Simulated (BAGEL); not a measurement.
# CH6FNSn (SMILES [CH3][SnH]([NH2])[F]): a chain of runs

We compute the energy (HF/ANO-RCC-VDZP), then a single-point energy (NEVPT2(2,2)/ANO-RCC-VDZP) of CH6FNSn. 

Program for the calculation: BAGEL 1.2.2.

### 1 The system as given

CH6FNSn has 10 atoms, charge 0, and is taken as a singlet. SMILES: `[CH3][SnH]([NH2])[F]`. The Sn2–N3 distance was set to 4.600 Å, away from the relaxed value. At this shape a bond of the SMILES string is far longer than usual.

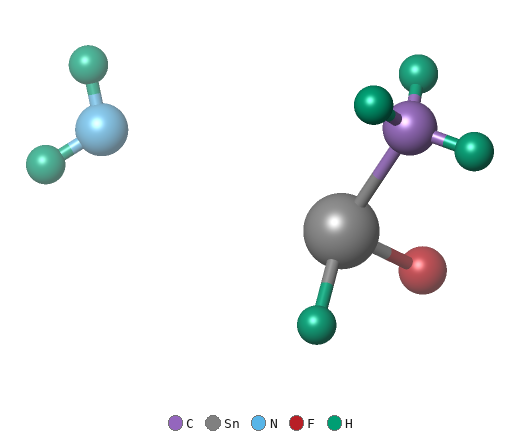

The structure, seen from a chosen angle (carbon purple, tin grey, nitrogen blue, fluorine red, hydrogen teal).

### 2 The energy at HF/ANO-RCC-VDZP (DKH2, density fitting with AutoAux) (run 1)

Input file job.json:

```json
{ "bagel" : [

{
  "title" : "molecule",
  "basis" : "ano-rcc-vdzp.json",
  "df_basis" : "ano-rcc-vdzp-autoaux.json",
  "angstrom" : false,
  "dkh" : true,
  "geometry" : [
    { "atom" : "C", "xyz" : [ -5.70426870,  3.86702783, -2.12140844 ] },
    { "atom" : "Sn", "xyz" : [ -3.79432250,  0.82267904, -3.89472743 ] },
    { "atom" : "N", "xyz" : [  2.87654111, -2.05073079,  0.88023443 ] },
    { "atom" : "F", "xyz" : [ -6.24340756, -1.88208596, -3.82027222 ] },
    { "atom" : "H", "xyz" : [ -6.02212063,  3.39176171, -0.14229827 ] },
    { "atom" : "H", "xyz" : [ -4.58762953,  5.59385956, -2.24008324 ] },
    { "atom" : "H", "xyz" : [ -7.52218523,  4.16106921, -3.04151609 ] },
    { "atom" : "H", "xyz" : [ -2.98948815,  1.00182508, -7.00805122 ] },
    { "atom" : "H", "xyz" : [  3.24976202, -1.15405574,  2.51938287 ] },
    { "atom" : "H", "xyz" : [  4.50057174, -2.47932068, -0.01833034 ] }
  ]
},
{
  "title" : "hf"
},
{
  "title" : "print",
  "file" : "orbitals.molden",
  "orbitals" : true
}

]}
```

The basis set ANO-RCC-VDZP is read from a file made from the Basis Set Exchange's data (not shown).

Started as:

```sh
$ BAGEL_NUM_THREADS=1 BAGEL job.json > job.out
```

Log:

```text
* using 1 threads per process

  ===============================================================
  ===============================================================

  *** Geometry ***

  { "atom" : "C", "xyz" : [     -5.704269,      3.867028,     -2.121408 ] },
  { "atom" : "Sn", "xyz" : [     -3.794322,      0.822679,     -3.894727 ] },
  { "atom" : "N", "xyz" : [      2.876541,     -2.050731,      0.880234 ] },
  { "atom" : "F", "xyz" : [     -6.243408,     -1.882086,     -3.820272 ] },
  { "atom" : "H", "xyz" : [     -6.022121,      3.391762,     -0.142298 ] },
  { "atom" : "H", "xyz" : [     -4.587630,      5.593860,     -2.240083 ] },
  { "atom" : "H", "xyz" : [     -7.522185,      4.161069,     -3.041516 ] },
  { "atom" : "H", "xyz" : [     -2.989488,      1.001825,     -7.008051 ] },
  { "atom" : "H", "xyz" : [      3.249762,     -1.154056,      2.519383 ] },
  { "atom" : "H", "xyz" : [      4.500572,     -2.479321,     -0.018330 ] },

  Number of auxiliary basis functions:     1238

  Since a DF basis is specified, we compute 2- and 3-index integrals:
    o Being stored without compression. Storage requirement is 0.131 GB

  Number of basis functions:      115
  Number of electrons      :       78

    * METHOD: MOLECULE                             3.48

  *** RHF ***

  === Nuclear Repulsion ===
   342.8540194905

      * DIIS with orbital gradients will be used.

  === RHF iteration (ano-rcc-vdzp.json) ===
      0      -6367.09090753          0.02451077           0.69
      1      -6366.19673332          0.03642756           0.70
      2      -6367.54794378          0.00989707           0.69
      3      -6367.67520893          0.00291522           0.70
      4      -6367.67371576          0.00452884           0.70
      5      -6367.68240812          0.00320863           0.70
      6      -6367.69123508          0.00035505           0.69
      7      -6367.69139905          0.00007439           0.71
      8      -6367.69141041          0.00004456           0.70
      9      -6367.69141421          0.00001197           0.70
     10      -6367.69141483          0.00000667           0.70
     11      -6367.69141519          0.00000418           0.70
     12      -6367.69141534          0.00000371           0.70
     13      -6367.69141545          0.00000192           0.70
     14      -6367.69141547          0.00000091           0.70
     15      -6367.69141548          0.00000043           0.70
     16      -6367.69141548          0.00000024           0.69
     17      -6367.69141548          0.00000010           0.70
     18      -6367.69141548          0.00000005           0.70
     19      -6367.69141547          0.00000004           0.70
     20      -6367.69141548          0.00000002           0.70
     21      -6367.69141548          0.00000001           0.70
    * SCF iteration converged.

    * Permanent dipole moment:
           (   -0.047197,    -1.973757,     0.487982) a.u.

    * METHOD: HF                                  17.93

    * METHOD: PRINT                                0.03

  ===============================================================
```

Wall time 22 s (1 thread of Arm Neoverse V1, shared host); peak memory 0.45 GiB.

### 3 A single-point energy at NEVPT2(2,2)/ANO-RCC-VDZP (DKH2, density fitting with AutoAux) (run 2)

Input file input.json:

```json
{ "bagel" : [

{
  "title" : "molecule",
  "basis" : "ano-rcc-vdzp.json",
  "df_basis" : "ano-rcc-vdzp-autoaux.json",
  "angstrom" : false,
  "dkh" : true,
  "geometry" : [
    { "atom" : "C", "xyz" : [    -5.70426870,     3.86702783,    -2.12140844 ] },
    { "atom" : "Sn", "xyz" : [    -3.79432250,     0.82267904,    -3.89472743 ] },
    { "atom" : "N", "xyz" : [     2.87654111,    -2.05073079,     0.88023443 ] },
    { "atom" : "F", "xyz" : [    -6.24340756,    -1.88208596,    -3.82027222 ] },
    { "atom" : "H", "xyz" : [    -6.02212063,     3.39176171,    -0.14229827 ] },
    { "atom" : "H", "xyz" : [    -4.58762953,     5.59385956,    -2.24008324 ] },
    { "atom" : "H", "xyz" : [    -7.52218523,     4.16106921,    -3.04151609 ] },
    { "atom" : "H", "xyz" : [    -2.98948815,     1.00182508,    -7.00805122 ] },
    { "atom" : "H", "xyz" : [     3.24976202,    -1.15405574,     2.51938287 ] },
    { "atom" : "H", "xyz" : [     4.50057174,    -2.47932068,    -0.01833034 ] }
  ]
},

{
  "title" : "hf"
},

{
  "title" : "nevpt2",
  "nstate" : 1,
  "nact" : 2,
  "nclosed" : 38,
  "active" : [38, 40],
  "maxiter" : 200,
  "natocc" : true,
  "ncore" : 21
},

{
  "title" : "print",
  "file" : "orbitals.molden",
  "orbitals" : true
}

]}
```

The basis set ANO-RCC-VDZP is read from a file made from the Basis Set Exchange's data (not shown).

Started as:

```sh
$ BAGEL_NUM_THREADS=1 BAGEL input.json > input.out
```

Log:

```text
* using 1 threads per process

  ===============================================================
  ===============================================================

  *** Geometry ***

  { "atom" : "C", "xyz" : [     -5.704269,      3.867028,     -2.121408 ] },
  { "atom" : "Sn", "xyz" : [     -3.794322,      0.822679,     -3.894727 ] },
  { "atom" : "N", "xyz" : [      2.876541,     -2.050731,      0.880234 ] },
  { "atom" : "F", "xyz" : [     -6.243408,     -1.882086,     -3.820272 ] },
  { "atom" : "H", "xyz" : [     -6.022121,      3.391762,     -0.142298 ] },
  { "atom" : "H", "xyz" : [     -4.587630,      5.593860,     -2.240083 ] },
  { "atom" : "H", "xyz" : [     -7.522185,      4.161069,     -3.041516 ] },
  { "atom" : "H", "xyz" : [     -2.989488,      1.001825,     -7.008051 ] },
  { "atom" : "H", "xyz" : [      3.249762,     -1.154056,      2.519383 ] },
  { "atom" : "H", "xyz" : [      4.500572,     -2.479321,     -0.018330 ] },

  Number of auxiliary basis functions:     1238

  Since a DF basis is specified, we compute 2- and 3-index integrals:
    o Being stored without compression. Storage requirement is 0.131 GB

  Number of basis functions:      115
  Number of electrons      :       78

    * METHOD: MOLECULE                             3.46

  *** RHF ***

  === Nuclear Repulsion ===
   342.8540194905

      * DIIS with orbital gradients will be used.

  === RHF iteration (ano-rcc-vdzp.json) ===
      0      -6367.09090753          0.02451077           0.71
      1      -6366.19673332          0.03642756           0.72
      2      -6367.54794378          0.00989707           0.73
      3      -6367.67520893          0.00291522           0.72
      4      -6367.67371576          0.00452884           0.73
      5      -6367.68240812          0.00320863           0.74
      6      -6367.69123508          0.00035505           0.74
      7      -6367.69139905          0.00007439           0.75
      8      -6367.69141041          0.00004456           0.75
      9      -6367.69141421          0.00001197           0.75
     10      -6367.69141483          0.00000667           0.75
     11      -6367.69141519          0.00000418           0.75
     12      -6367.69141534          0.00000371           0.75
     13      -6367.69141545          0.00000192           0.74
     14      -6367.69141547          0.00000091           0.74
     15      -6367.69141548          0.00000043           0.74
     16      -6367.69141548          0.00000024           0.74
     17      -6367.69141548          0.00000010           0.74
     18      -6367.69141548          0.00000005           0.74
     19      -6367.69141547          0.00000004           0.72
     20      -6367.69141548          0.00000002           0.72
     21      -6367.69141548          0.00000001           0.72
    * SCF iteration converged.

    * Permanent dipole moment:
           (   -0.047197,    -1.973757,     0.487982) a.u.

    * METHOD: HF                                  18.78

    * freezing 21 orbitals
  ---------------------------
      CASSCF calculation
  ---------------------------

    ==== Active orbitals : =====
         Orbital 38
         Orbital 40
    ============================

    * nstate   :      1
    * nclosed  :     38
    * nact     :      2
    * nvirt    :     75
  === CASSCF iteration (ano-rcc-vdzp.json) ===

    * Using the second-order algorithm

      0  0     -6367.69193316     1.12e-04      0.20

      1  0     -6367.71527545     2.11e-03      3.38

      2  0     -6367.80078125     6.27e-03      3.64

      3  0     -6367.84324161     1.82e-03      3.50

      4  0     -6367.84710999     4.10e-04      3.49

      5  0     -6367.84725359     7.56e-05      3.51

      6  0     -6367.84725855     1.43e-05      3.51

      7  0     -6367.84725873     2.69e-06      3.60

      8  0     -6367.84725874     5.04e-07      3.58

      9  0     -6367.84725873     9.46e-08      3.44

     10  0     -6367.84725873     1.78e-08      3.12

     11  0     -6367.84725874     3.33e-09      2.93

    * Second-order optimization converged. *

     guess   0:   closed 1.                   open ..

  === FCI iteration ===

      0  0     -6367.67141693     9.49e-02      0.00
      1  0     -6367.84481194     1.50e-02      0.00
      2  0 *   -6367.84725874     4.49e-16      0.00

     * ci vector, state   0, <S^2> = 0.0000
       2.     0.7312935688
       .2    -0.6820628389

  === DF-NEVPT2 calculation ===

    * 3-index integral transformation done
    * assembly done

      NEVPT2 correlation energy:   -1.0133596244      0.58

          (+0)     -0.8187287261
          (+0)'    -0.0975361329
          (+1)     -0.0209421049
          (+1)'    -0.0054037198
          (+2)     -0.0000095784
          (-1)     -0.0667737566
          (-1)'    -0.0039280873
          (-2)     -0.0000375184

      NEVPT2 total energy:       -6368.8606183640

    * METHOD: NEVPT2                              42.87

    * METHOD: PRINT                                0.03

  ===============================================================
```

Run time: 65 s. Hardware: 1 thread of Arm Neoverse V1, shared host; peak memory 0.46 GiB.

### 4 Results

| quantity | value |
| --- | --- |
| run 1, HF/ANO-RCC-VDZP: total energy | -6367.69142 Eh |
| run 1, HF/ANO-RCC-VDZP: dipole moment | 5.17 D |
| run 1, HF/ANO-RCC-VDZP: HOMO energy | -6.33 eV |
| run 1, HF/ANO-RCC-VDZP: LUMO energy | -2.28 eV |
| run 1, HF/ANO-RCC-VDZP: HOMO–LUMO gap | 4.05 eV |
| run 2, NEVPT2(2,2)/ANO-RCC-VDZP: total energy | -6368.86062 Eh |

What this shows: One bond (run 1, HF/ANO-RCC-VDZP) is far stretched, which a spin-restricted single reference describes badly; a broken-symmetry solution may lie lower.
